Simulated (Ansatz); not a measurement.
# Cl2F2H2HfS: two geometries relaxed

Aim: relax the geometries before and after the reaction (ligand exchange), and see whether they are two minima and how far apart in energy. Meant to form: Hf1–S6, H8–F2; to break: Hf1–F2, H8–S6. The start is a guess near the saddle point, from which both ends are pulled out.

All numbers below are computed with Ansatz 0.2.0 (RKS revPBE/def2-SVP).

## 1. The structure to begin with

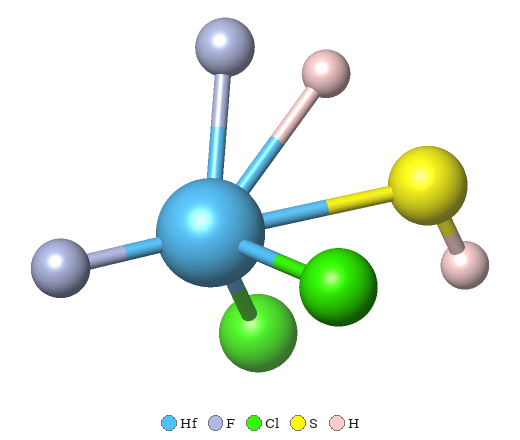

Start, viewed from a chosen angle; hafnium blue, fluorine light blue, chlorine green, sulfur yellow, hydrogen pink.

As a file:

```xyz
8

Hf    0.0000    0.0000    0.0000
F     0.0000    0.0000    2.3300
F     1.8671    0.0000   -0.6593
Cl   -1.1869    2.0563   -0.8392
Cl   -1.1869   -2.0563   -0.8392
S    -2.7046    0.0000    0.8987
H    -3.4602   -0.8728    0.1067
H    -1.3065    0.0000    2.1468
```

## 2. Pulling towards end A

Springs on the bonds that form and break draw the guess towards this end; the thresholds are loose.

input.yaml reads:

```yaml
crystal:
  periodic: [false, false, false]
  atoms:
    - { symbol: Hf, position_ang: [0.0, 0.0, 0.0] }
    - { symbol: F, position_ang: [0.0, 0.0, 2.33] }
    - { symbol: F, position_ang: [1.8671, 0.0, -0.6593] }
    - { symbol: Cl, position_ang: [-1.1869, 2.0563, -0.8392] }
    - { symbol: Cl, position_ang: [-1.1869, -2.0563, -0.8392] }
    - { symbol: S, position_ang: [-2.7046, 0.0, 0.8987] }
    - { symbol: H, position_ang: [-3.4602, -0.8728, 0.1067] }
    - { symbol: H, position_ang: [-1.3065, 0.0, 2.1468] }
basis:
  gaussian: { orbitals: def2-SVP }
hamiltonian:
  xc: revpbe
relax:
  f_tol: 0.15
  max_steps: 25
  restrain:
    - { distance: [0, 5], at: 3.75, k: 30.0 }
    - { distance: [7, 1], at: 2.12, k: 30.0 }
    - { distance: [0, 1], at: 1.98, k: 30.0 }
    - { distance: [7, 5], at: 1.4, k: 30.0 }
```

Started as:

```
$ ansatz run input.yaml --threads 4 --pin off --max-ram 5120MiB --backend cpu --events-out ev --progress --plain --runs-dir out
```

The log of the run (excerpt; [...] marks lines left out):

```text
Warning: RAYON_NUM_THREADS=4 ignored (pool sized by the plan → 4); use --threads N
[...]
Functional definition: revPBE
[...]
1321 factors; their error is unknown
[...]
mean field -42636.79809929 eV, -1566.8734298890 hartree, gradient 2.5e-5 eV, S^2 0.000000; 0 other end points of the search recorded, 0 dependent functions left out
[...]
reference -42636.79819176 eV, -1566.8734332873 hartree; 41, 41 occupied and 83, 83 virtual orbitals, 1321 factors
relax step   1: F+E_penalty+E_count = -42636.79809929 eV  Δ(F+E_penalty+E_count) = +0.000e0 eV  max|allowed force component| = 2.580e0 eV/Å  E_restraint = 26.97690563 eV  max|allowed force component, restraints' pulls added| = 3.423e1 eV/Å  Δτ_max = 0.0000 Å  (32 SCF iters, accepted)
[...]
relax step   4: F+E_penalty+E_count = -42638.81251824 eV  Δ(F+E_penalty+E_count) = -1.174e0 eV  max|allowed force component| = 4.394e0 eV/Å  E_restraint = 0.64809552 eV  max|allowed force component, restraints' pulls added| = 4.492e0 eV/Å  Δτ_max = 0.1948 Å  (36 SCF iters, accepted)
[...]
relax step   7: F+E_penalty+E_count = -42640.21475359 eV  Δ(F+E_penalty+E_count) = -9.375e-2 eV  max|allowed force component| = 9.015e-1 eV/Å  E_restraint = 0.01040076 eV  max|allowed force component, restraints' pulls added| = 8.951e-1 eV/Å  Δτ_max = 0.1992 Å  (36 SCF iters, accepted)
[...]
relax step  13: F+E_penalty+E_count = -42640.34500517 eV  Δ(F+E_penalty+E_count) = -2.913e-3 eV  max|allowed force component| = 6.635e-1 eV/Å  E_restraint = 0.01079121 eV  max|allowed force component, restraints' pulls added| = 1.462e-1 eV/Å  Δτ_max = 0.0612 Å  (30 SCF iters, accepted)
  distance Hf 0 - S 5 = 3.7454 Å
  distance H 7 - F 1 = 2.1301 Å
  distance Hf 0 - F 1 = 1.9583 Å
  distance H 7 - S 5 = 1.3888 Å
1321 factors; their error is unknown
[...]
mean field -42640.34500517 eV, -1567.0037762760 hartree, gradient 9.5e-6 eV, S^2 0.000000; 1 other end points of the search recorded, 0 dependent functions left out
[...]
reference -42640.34509534 eV, -1567.0037795898 hartree; 41, 41 occupied and 83, 83 virtual orbitals, 1321 factors
Total energy: -42640.34509534 eV, -1567.0037795898 hartree
Atom 0 at     0.140260     0.066012    -0.209760 Å, force    -0.224396    -0.013850     0.663500 eV/Å
Atom 1 at    -0.075051    -0.043052     1.733611 Å, force     0.287560     0.020957    -0.659821 eV/Å
Atom 2 at     2.023972    -0.051562    -0.472258 Å, force     0.004586     0.008033     0.005933 eV/Å
Atom 3 at    -0.476367     2.157709    -1.117390 Å, force     0.013029    -0.022012     0.001416 eV/Å
Atom 4 at    -0.738074    -1.809067    -1.354498 Å, force     0.002722     0.009280     0.003177 eV/Å
Atom 5 at    -3.279007     0.109966     1.318321 Å, force     0.517429    -0.190428     0.206806 eV/Å
Atom 6 at    -3.406276    -1.236427     1.114418 Å, force     0.016484     0.129163     0.034846 eV/Å
Atom 7 at    -2.167459    -0.066379     2.132056 Å, force    -0.617415     0.058855    -0.255857 eV/Å
Dipole moment:    -0.132902    -0.188297     0.177160 e Å
```

It took 32 s on 4 threads of Arm Neoverse V1, shared host; peak memory 0.2 GiB.

Step by step:

```tsv
step	energy from step 1 (eV)	largest force component (eV/Å)
1	0.0000	2.5797
2	-0.1358	4.9322
3	-0.8402	5.7484
4	-2.0144	4.3936
5	-3.0783	1.5074
6	-3.3229	1.1524
7	-3.4167	0.9015
8	-3.4806	0.8117
9	-3.5023	0.8073
10	-3.5269	0.7207
11	-3.5407	0.7614
12	-3.5440	0.7073
13	-3.5469	0.6635
```

Step 1 is the start. Energies and forces in the table leave out the springs, which the log lists apart; the run stops on the force with the springs' pull added.

After: Bond lengths: Hf1–F2 1.958 Å, Hf1–F3 1.906 Å, Hf1–Cl4 2.362 Å, Hf1–Cl5 2.366 Å, S6–H7 1.368 Å, S6–H8 1.389 Å. Angles: F2–Hf1–F3 104.0°, F2–Hf1–Cl4 113.7°, F2–Hf1–Cl5 113.3°, F3–Hf1–Cl4 105.1°, F3–Hf1–Cl5 104.6°, Cl4–Hf1–Cl5 114.8°, H7–S6–H8 92.1°.

Pairs that crossed the distance rule for bonds on the way: came closer S6–H8; moved apart Hf1–S6.

## 3. Relaxing end A

It starts where the restrained run ended.

input.yaml reads:

```yaml
crystal:
  periodic: [false, false, false]
  atoms:
    - { symbol: Hf, position_ang: [0.14026, 0.066012, -0.20976] }
    - { symbol: F, position_ang: [-0.075051, -0.043052, 1.733611] }
    - { symbol: F, position_ang: [2.023972, -0.051562, -0.472258] }
    - { symbol: Cl, position_ang: [-0.476367, 2.157709, -1.11739] }
    - { symbol: Cl, position_ang: [-0.738074, -1.809067, -1.354498] }
    - { symbol: S, position_ang: [-3.279007, 0.109966, 1.318321] }
    - { symbol: H, position_ang: [-3.406276, -1.236427, 1.114418] }
    - { symbol: H, position_ang: [-2.167459, -0.066379, 2.132056] }
basis:
  gaussian: { orbitals: def2-SVP }
hamiltonian:
  xc: revpbe
relax:
  f_tol: 0.03
  max_steps: 50
output:
  orbitals: {}
```

Started as:

```
$ ansatz run input.yaml --threads 4 --pin off --max-ram 5120MiB --backend cpu --events-out ev --progress --plain --runs-dir out
```

The log of the run (excerpt; [...] marks lines left out):

```text
Warning: RAYON_NUM_THREADS=4 ignored (pool sized by the plan → 4); use --threads N
[...]
[... 1 set-up line as earlier in the session ...]
[...]
1321 factors; their error is unknown
[...]
mean field -42640.34502555 eV, -1567.0037770248 hartree, gradient 5.7e-5 eV, S^2 0.000000; 0 other end points of the search recorded, 0 dependent functions left out
[...]
reference -42640.34511573 eV, -1567.0037803391 hartree; 41, 41 occupied and 83, 83 virtual orbitals, 1321 factors
relax step   1: F+E_penalty+E_count = -42640.34502555 eV  Δ(F+E_penalty+E_count) = +0.000e0 eV  max|allowed force component| = 6.640e-1 eV/Å  Δτ_max = 0.0000 Å  (29 SCF iters, accepted)
[...]
relax step   4: F+E_penalty+E_count = -42640.51909808 eV  Δ(F+E_penalty+E_count) = -7.762e-2 eV  max|allowed force component| = 5.571e-1 eV/Å  Δτ_max = 0.1936 Å  (37 SCF iters, accepted)
[...]
relax step   7: F+E_penalty+E_count = -42640.54954476 eV  Δ(F+E_penalty+E_count) = -3.975e-3 eV  max|allowed force component| = 2.781e-2 eV/Å  Δτ_max = 0.0615 Å  (31 SCF iters, accepted)
[...]
relax step  10: F+E_penalty+E_count = -42640.55174319 eV  Δ(F+E_penalty+E_count) = -3.672e-4 eV  max|allowed force component| = 5.429e-2 eV/Å  Δτ_max = 0.0221 Å  (32 SCF iters, accepted)
[...]
relax step  12: F+E_penalty+E_count = -42640.50651495 eV  Δ(F+E_penalty+E_count) = +5.013e-2 eV  max|allowed force component| = 1.301e0 eV/Å  Δτ_max = 0.1986 Å  (38 SCF iters, rejected (line search))
[...]
relax step  13: F+E_penalty+E_count = -42640.56202587 eV  Δ(F+E_penalty+E_count) = -5.380e-3 eV  max|allowed force component| = 1.823e-2 eV/Å  Δτ_max = 0.0991 Å  (30 SCF iters, accepted)
[...]
1321 factors; their error is unknown
```

## 4. The log goes on: end point A relaxed

Output, continued (excerpt; [...] marks lines left out):

```text
mean field -42640.56448578 eV, -1567.0118420398 hartree, gradient 1.6e-5 eV, S^2 0.000000; 0 other end points of the search recorded, 0 dependent functions left out
[...]
reference -42640.56457824 eV, -1567.0118454374 hartree; 41, 41 occupied and 83, 83 virtual orbitals, 1321 factors
relax step  14: F+E_penalty+E_count = -42640.56448578 eV  Δ(F+E_penalty+E_count) = -2.460e-3 eV  max|allowed force component| = 2.474e-1 eV/Å  Δτ_max = 0.0981 Å  (31 SCF iters, accepted)
[...]
relax step  20: F+E_penalty+E_count = -42640.57686939 eV  Δ(F+E_penalty+E_count) = -2.967e-3 eV  max|allowed force component| = 5.169e-2 eV/Å  Δτ_max = 0.0453 Å  (30 SCF iters, accepted)
[...]
relax step  21: F+E_penalty+E_count = -42640.57778339 eV  Δ(F+E_penalty+E_count) = -9.140e-4 eV  max|allowed force component| = 6.017e-3 eV/Å  Δτ_max = 0.0480 Å  (31 SCF iters, accepted)
1321 factors; their error is unknown
[...]
reference -42640.57787607 eV, -1567.0123341240 hartree; 41, 41 occupied and 83, 83 virtual orbitals, 1321 factors
Total energy: -42640.57787607 eV, -1567.0123341240 hartree
Atom 0 at    -0.006805    -0.030633    -0.105355 Å, force     0.005591     0.001105    -0.001210 eV/Å
Atom 1 at     0.228279    -0.397923     1.769340 Å, force     0.001849    -0.003265     0.001557 eV/Å
Atom 2 at     1.827329     0.000139    -0.647879 Å, force    -0.002404     0.000697     0.000289 eV/Å
Atom 3 at    -0.660550     2.197735    -0.644496 Å, force    -0.000808     0.001353     0.001421 eV/Å
Atom 4 at    -0.819328    -1.839484    -1.431012 Å, force    -0.000089    -0.002198    -0.003478 eV/Å
Atom 5 at    -2.885846    -0.102874     0.794913 Å, force    -0.001458    -0.002722     0.002982 eV/Å
Atom 6 at    -2.885798    -1.298530     1.450046 Å, force     0.000312    -0.000988     0.001885 eV/Å
Atom 7 at    -2.775283     0.598770     1.958944 Å, force    -0.002991     0.006017    -0.003447 eV/Å
Dipole moment:    -0.646281    -0.093634     0.510273 e Å
```

Run time: 49 s. Hardware: 4 threads of Arm Neoverse V1, shared host; peak memory 0.2 GiB.

Relaxation path:

```tsv
step	energy from step 1 (eV)	largest force component (eV/Å)
1	0.0000	0.6640
2	-0.0536	0.4630
3	-0.0965	0.7342
4	-0.1741	0.5571
5	-0.1900	0.3590
6	-0.2005	0.1704
7	-0.2045	0.0278
8	-0.2056	0.0227
9	-0.2064	0.0333
10	-0.2067	0.0543
11	-0.2116	0.1409
12x	-0.1615	1.3007
13	-0.2170	0.0182
14	-0.2195	0.2474
15	-0.2229	0.1940
16x	-0.2087	0.7284
17	-0.2274	0.0568
18	-0.2289	0.2302
19x	-0.2262	0.3368
20	-0.2318	0.0517
21	-0.2328	0.0060
```

Step 1 is the start. 3 steps were tried and not accepted (12, 16, 19; marked x where the table lists them).

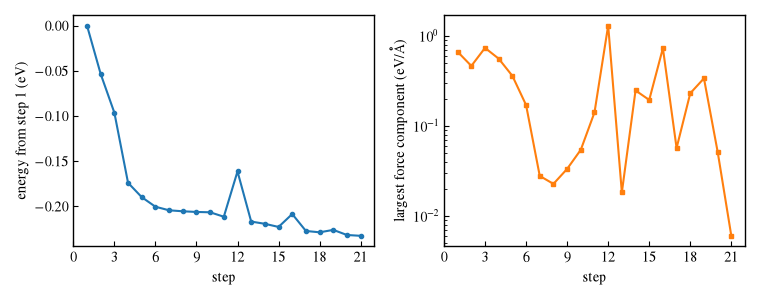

How energy and force went from step to step.

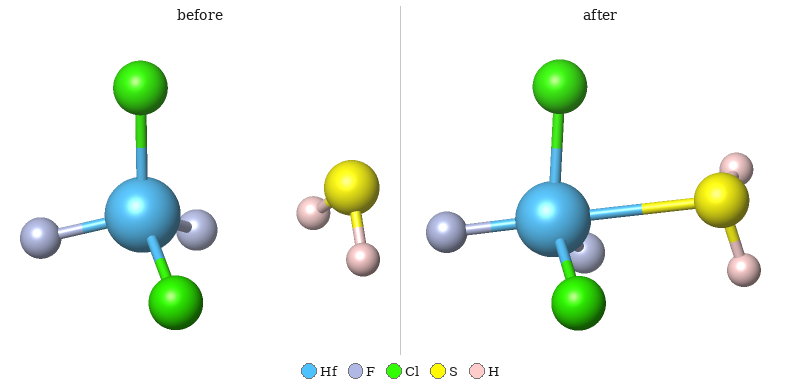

Before and after, at one scale.

After: Bond lengths: Hf1–F2 1.925 Å, Hf1–F3 1.913 Å, Hf1–Cl4 2.384 Å, Hf1–Cl5 2.385 Å, Hf1–S6 3.017 Å, S6–H7 1.363 Å, S6–H8 1.364 Å. Angles: F2–Hf1–F3 99.3°, F2–Hf1–Cl4 115.6°, F2–Hf1–Cl5 116.0°, F2–Hf1–S6 79.7°, F3–Hf1–Cl4 100.6°, F3–Hf1–Cl5 100.4°, F3–Hf1–S6 179.0°, Cl4–Hf1–Cl5 119.3°, Cl4–Hf1–S6 80.1°, Cl5–Hf1–S6 79.8°, Hf1–S6–H7 99.5°, Hf1–S6–H8 99.5°, H7–S6–H8 92.4°.

Pairs that crossed the distance rule for bonds on the way: came closer Hf1–S6.

(Part 1 of 2 ends here.)
